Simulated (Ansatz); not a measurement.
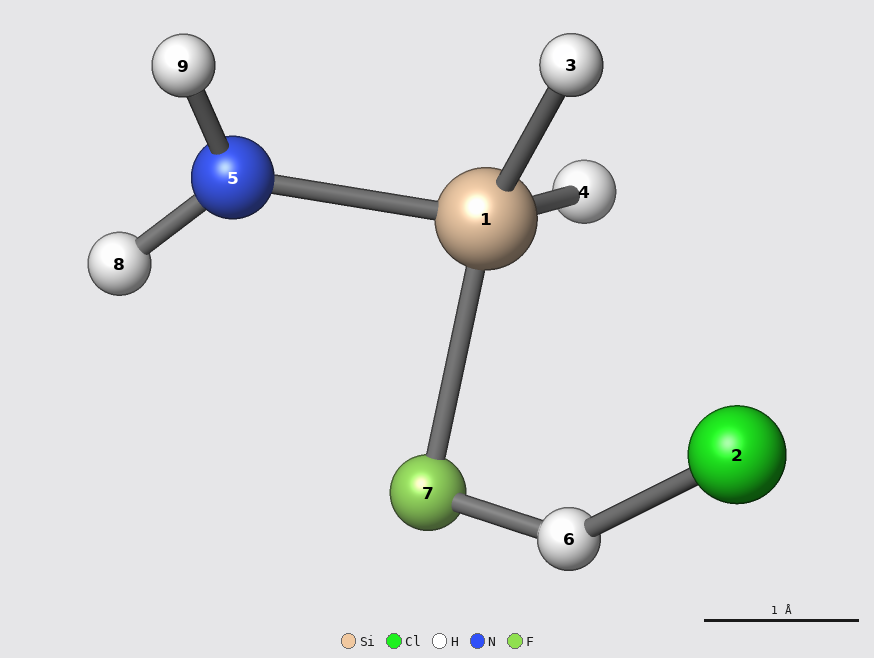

The view is orthographic, and the bar gives the scale. The computed structure is the end point of a PBE0-D4/def2-TZVP saddle-point search.

Give an XYZ file in the frame of the picture: x to the right, y up, z towards the viewer, origin at the mean of the atomic positions.

```xyz
9
ClFH5NSi
Si   0.34   0.36  -0.16
Cl   1.97  -1.18   0.94
H    0.89   1.36   0.78
H    0.98   0.54  -1.47
N   -1.32   0.63   0.08
H    0.88  -1.73   0.05
F   -0.04  -1.42  -0.59
H   -2.06   0.07  -0.31
H   -1.64   1.36   0.69
```
